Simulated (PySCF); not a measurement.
# C$_{2}$H$_{6}$O$_{2}$Si, SMILES `COC(=O)[SiH3]`: electronic structure

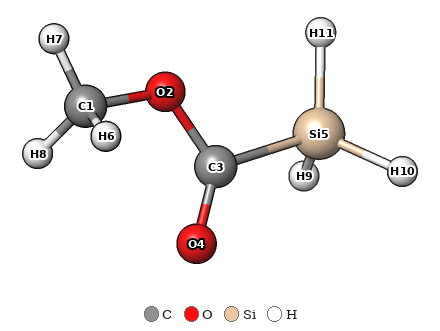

The molecule, with its atoms numbered as below. No frequency check shows the geometry to be a minimum.

Geometry (Å), atoms numbered from 1:

```
C1      -2.2656    0.3978   -0.0034
O2      -0.8741    0.6997    0.0048
C3      -0.0265   -0.3360    0.0046
O4      -0.3903   -1.4862   -0.0002
Si5      1.7915    0.2678   -0.0006
H6      -2.5279   -0.1843    0.8822
H7      -2.7881    1.3507   -0.0060
H8      -2.5185   -0.1837   -0.8922
H9       2.3803   -0.1325   -1.2773
H10      2.4803   -0.3970    1.1029
H11      1.7610    1.7184    0.1551
```

### 1. Bonding charge

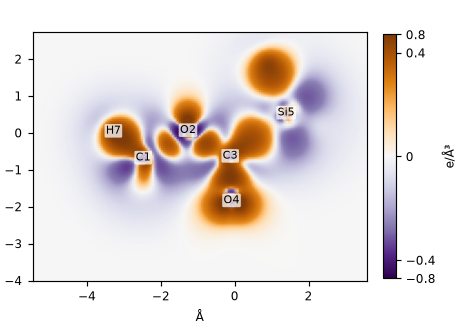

Deformation density (molecule less spherical, spin-averaged free atoms) in the plane of C1, O2, C3, O4, Si5 and H7; colour scale in e/Å³, logarithmic beyond ±0.1; orange: gain, purple: loss.

Computed with PySCF, B3LYP/def2-TZVP, geometry: GFN2-xTB.

Question: Describe the bonding that the map shows.

Answer: C1–H7: +0.79 e/Å³ at the bond critical point (bond length 1.09 Å, Mayer order 1.0). C3–O4: +0.71 e/Å³ at the bond critical point (bond length 1.21 Å, Mayer order 2.0). O2–C3: +0.27 e/Å³ at the bond critical point (bond length 1.34 Å, Mayer order 1.1). C3–Si5: +0.18 e/Å³ at the bond critical point (bond length 1.92 Å, Mayer order 0.9). C1–O2: +0.06 e/Å³ at the bond critical point (bond length 1.42 Å, Mayer order 0.9); up to 0.6 Å beside the axis the gain reaches +0.33 e/Å³. In all, 2.6 electrons gather in the regions of gain relative to the promolecule. A small or negative value marks a very polar bond, one between electron-rich atoms, whose free-atom densities already overlap strongly, a long bond to a heavier atom, or a closed-shell contact such as a hydrogen bond.

Question: Where do the Hirshfeld charges lie?

Answer: The highest Hirshfeld charge is on Si5 (+0.34 e), the lowest on O4 (−0.26 e).

| atom | charge (e) |
| --- | --- |
| C1 | −0.02 |
| O2 | −0.11 |
| C3 | +0.12 |
| O4 | −0.26 |
| Si5 | +0.34 |
| H6 | +0.05 |
| H7 | +0.05 |
| H8 | +0.05 |
| H9 | −0.07 |
| H10 | −0.07 |
| H11 | −0.07 |

### 2. Local ionisation energy

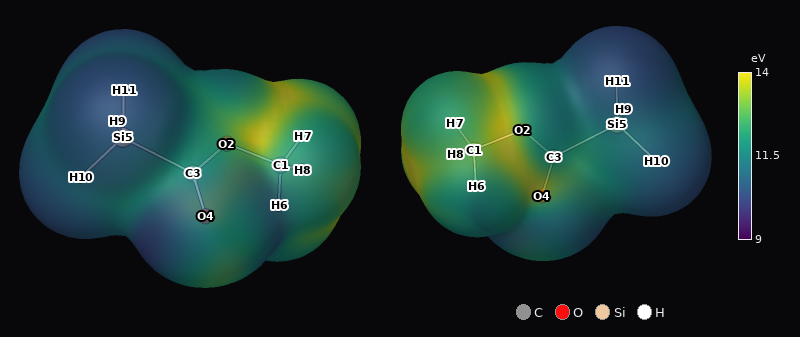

Average local ionisation energy on the surface of electron density 0.001 a.u. (back view left, front view right).

Question: Where are the most loosely bound electrons on this surface?

Answer: The lowest value is 10.0 eV, 1.9 Å from O4. Further minima include 10.3 eV, 1.5 Å from H11; 10.4 eV, about equally far (1.9 Å) from O4 and H6, and at like points elsewhere. For comparison, the highest occupied orbital lies at −7.5 eV.

### 3. Excited states

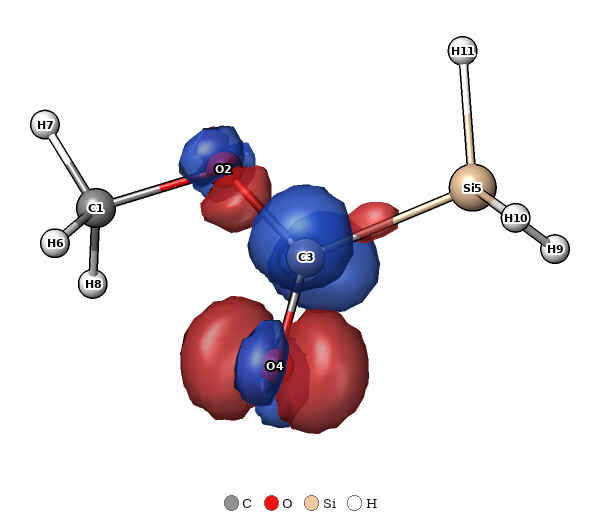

Unrelaxed difference density of S₁ less the ground state (TDA singlet states), ±0.08 e/Å³; blue: gain, red: loss.

Method: PBE0/6-31G*; geometry: GFN2-xTB; program: PySCF. Without diffuse functions Rydberg states are missing, so the states' numbers hold for this basis only.

Question: How does the charge move on excitation?

Answer: 0.72 e is displaced in all, of which about 0.4 e passes between atoms: O4 (0.36 e) loses electrons and C3 (0.26 e) and Si5 (0.04 e) gain them. The state: 5.17 eV (240 nm), f = 0.004; the leading pair carries 100 %; hole on O4 (63 %), C3 (12 %) and Si5 (10 %), electron on C3 (38 %), O4 (27 %) and Si5 (14 %); their centroids lie 0.5 Å apart.

### 4. Removing or adding an electron

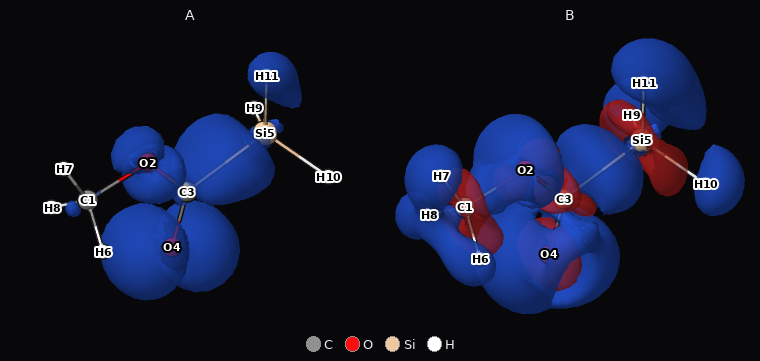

The Fukui function f⁻ from two separate SCF calculations and the density of the HOMO, at ±0.015 e/Å³ (blue positive, red negative).

Level of theory: LDA (SVWN)/6-311G** (PySCF), at a geometry from GFN2-xTB.

Question: Which panel is which, and how good is the frozen-orbital picture?

Answer: B is f⁻ (it has negative regions), A the HOMO density. The HOMO lies on O4 (59 %), C3 (13 %) and Si5 (12 %); f⁻ (Hirshfeld-condensed) is largest on O4 (0.29); the vertical ionisation energy is 9.94 eV (the stability of the cation's solution wasn't checked). Relaxation shifts 32 % of the electron between atoms. The orbital energy is −6.29 eV.

### 5. Localised orbitals

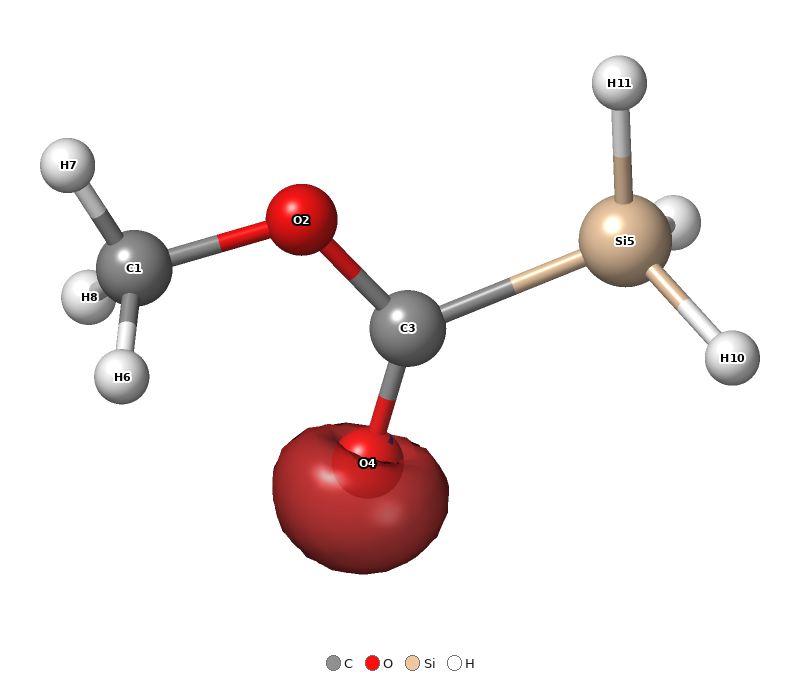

Pipek–Mezey orbitals, occupied; each surface holds about 70 % of the orbital's density. Energies are diagonal elements of the Fock matrix.

PySCF calculation, M06-2X/def2-TZVP, gas phase; geometry: GFN2-xTB.

Question: What does this orbital represent?

Answer: Lone pair on O4 (sp0.6-type) (O4 99 %; −18.7 eV).
